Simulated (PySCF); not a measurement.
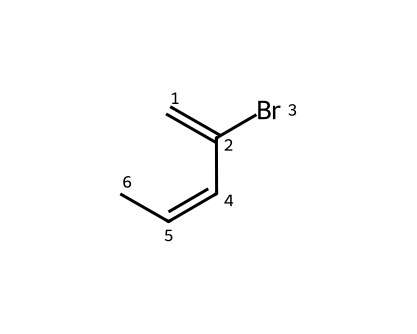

A structural formula, with wedges where it has stereocentres; small numbers name the atoms. The configuration is that of a computed structure (PBE0-D3(BJ)/def2-SVP).

Assign CIP descriptors.

Answer. C4=C5: Z.

Write the isomeric SMILES.

Answer. C=C(Br)/C=C\C
